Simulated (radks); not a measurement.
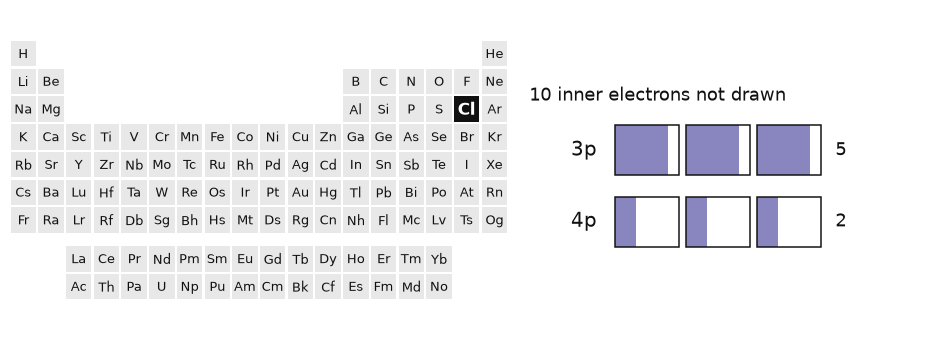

Figure 1. Left, the place of chlorine in the periodic table; right, the outer shells as the input fills them: a box for each of the 2l + 1 orbitals, shaded by the share of the shell that is filled, with the electron count at the right.

**Atomic calculation, with input and output: Cl**

A free Cl atom in the configuration [Ne] 3p5 4p2 (high spin). Computed at this level: scalar-relativistic Kohn-Sham, revPBE, spin-polarised, spherical densities, finite nucleus (the in-house radial solver radks).

### Key numbers

- outcome: converged
- total energy: −459.588643 hartree
- kinetic energy: 461.695313 hartree
- electron–nucleus energy: −1087.1482 hartree
- Hartree energy: 193.428372 hartree
- exchange–correlation energy: −27.564093 hartree
- radius at density 0.001 e/bohr³: 5.74 bohr
- SCF iterations: 21
- hardware: 1 thread of Arm Neoverse N1, 77 GiB of memory available, shared host

### Input
```
Z 17
configuration [Ne] 3p5 4p2
relativity scalar-relativistic
functional pbe_r,pbe
spin polarised
nucleus finite rms 3.3654 fm
c 137.035999084
```

Energies in input and log are in hartree, lengths in bohr (the nuclear radius in fm).

The run was one of a batch that the task file lists, launched with:
```bash
python <driver script> task.json out
```

### The program's output
```
1s      1   1.0000        -101.83618092
2s      1   1.0000          -9.97811646
2p      1   3.0000          -7.73120565
3p      1   3.0000          -0.81171123
4p      1   2.0000          -0.09275446
1s      2   1.0000        -101.82775835
2s      2   1.0000          -9.97045148
2p      2   3.0000          -7.71984007
3p      2   2.0000          -0.76057805
4p      2   0.0000          -0.03640212
Etot -459.5886429890246
Ekin 461.69531326573514
Encl -1087.1482356013385
Eh 193.42837239240555
Exc -27.5640930458269
err 9.125495959136346e-10
it 21
```

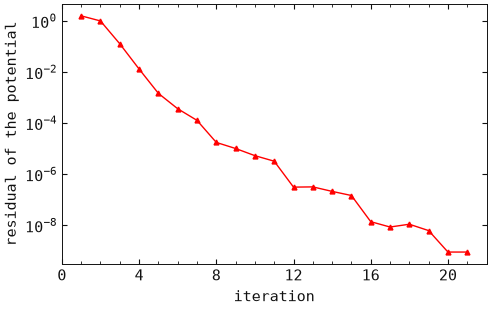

Figure 2. Convergence: residual of the potential against the iteration. The residual falls almost steadily, with no more than small rises or pauses. It goes from 1.6 to 9.1×10⁻¹⁰ in 21 steps.

### Orbitals

```
orbital  occupation  energy (eV)  ⟨r⟩ (bohr)  outer maximum (bohr)
  1s up           1      −2771.1     0.09094                0.0594
1s down           1      −2770.9     0.09094                0.0594
  2s up           1     −271.518      0.4434                 0.362
2s down           1     −271.310      0.4433                 0.362
  2p up           3     −210.377      0.4061                 0.302
2p down           3     −210.068      0.4060                 0.302
  3p up           3      −22.088       1.591                  1.34
3p down           2      −20.696       1.610                  1.35
  4p up           2       −2.524       5.402                  4.78
```

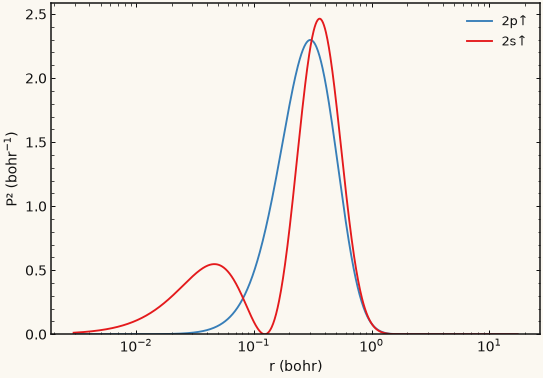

Figure 3. The radial probability densities P² of 2p up and 2s up. 2p up: outer maximum at 0.302 bohr, ⟨r⟩ = 0.406 bohr, 0 nodes, eigenvalue −210.4 eV; 2s up: outer maximum at 0.362 bohr, ⟨r⟩ = 0.443 bohr, 1 node, eigenvalue −271.5 eV.

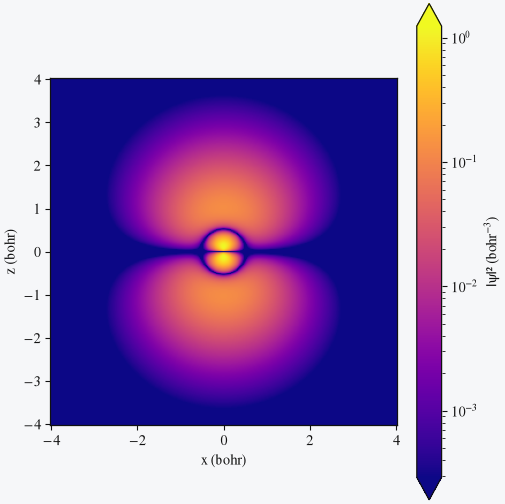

Figure 4. The 3p(z) orbital of up spin. The radial function comes from the spherical calculation and is multiplied by a real spherical harmonic; the overall sign is chosen so that the largest lobe of P(r) is positive; at the scalar-relativistic level it is the large component. In the xz plane through the nucleus, the colour gives |ψ|² on a logarithmic scale. It has the nodal plane xy and 1 radial node, at r = 0.525 bohr. The outermost maximum of P² lies at 1.34 bohr, ⟨r⟩ = 1.59 bohr, 90 % of the charge lies within 2.43 bohr, and the eigenvalue is −22.1 eV, with 3 electrons in the shell for this spin.

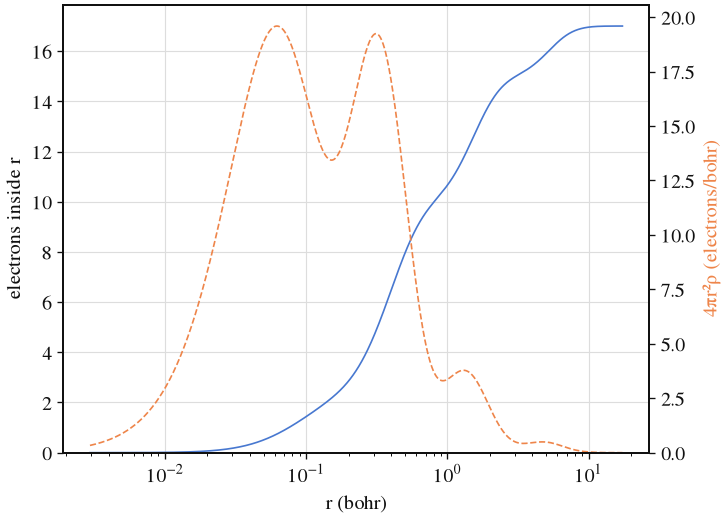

Figure 5. The number of electrons inside radius r (solid) and the radial density 4πr²ρ (dashed). The count levels off at 17 electrons. Half of them lie within 0.551 bohr, 90 % within 3.74 bohr and 99 % within 8.10 bohr. The radial density has minima at 0.151, 0.928 and 3.45 bohr, where the count stands at 2.2, 10.4 and 15.2; these part the shells that the density resolves.

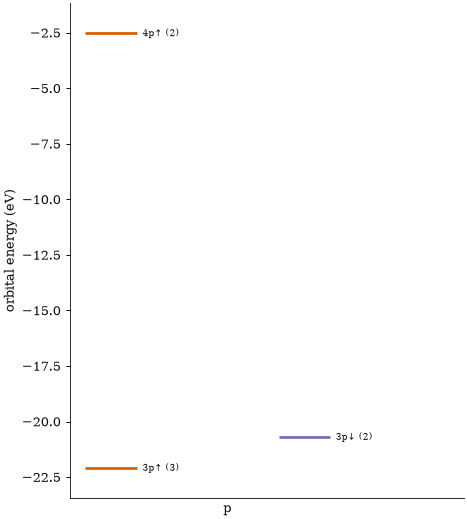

Figure 6. The outer levels are drawn (occupations in brackets, up spins at the left of each column and down spins at the right). The highest occupied level is 4p up at −2.52 eV. From the top down the occupied levels run 4p up (−2.52 eV), 3p down (−20.7 eV), 3p up (−22.1 eV). The largest exchange splitting (down less up) among the shells drawn in both spins is that of 3p, 1.39 eV.
